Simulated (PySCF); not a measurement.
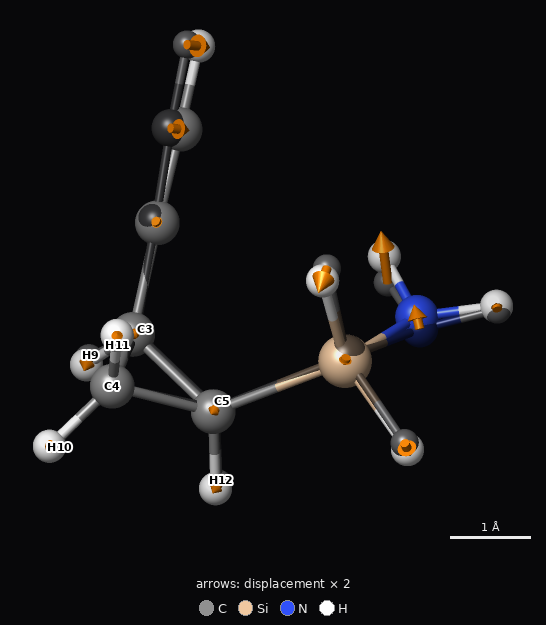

A relaxation of C5H9NSi. The starting structure is drawn faded, the final one solid; orange arrows show the displacements, 2 times their true length. The two geometries are superimposed by the best rigid fit.

The picture is a ball-and-stick view, seen at a tilt.

The start comes from GFN2-xTB. Its atoms were then displaced at random by about 0.01 Å.

Computed with PBE0-D3(BJ)/def2-SVP geometry optimisation, gas phase in PySCF 2.14.0, density-fitted response routines. 

Which element moves most?

Answer. Hydrogen: up to 0.37 Å, against 0.16 Å for carbon.

Describe the change and its energy.

Answer. The atom that moves furthest after the best rigid fit is an H atom (0.37 Å). Largest moves by element: H 0.37 Å, C 0.16 Å, N 0.16 Å, Si 0.07 Å. Some distances before and after: H–Si 1.463 → 1.503 Å, C–H 1.054 → 1.094 Å, C–C 1.533 → 1.500 Å, C–C 1.185 → 1.213 Å. Among the angles between lasting bonds that change: C–Si–N 104.6° → 108.6°, C–C–H 119.1° → 115.7°, C–Si–H 109.8° → 106.9°. The energy falls by 4.79 kcal/mol in 9 geometry steps. Cost: 2.7 min on 1 thread of Arm Neoverse N1, with other jobs on the host.
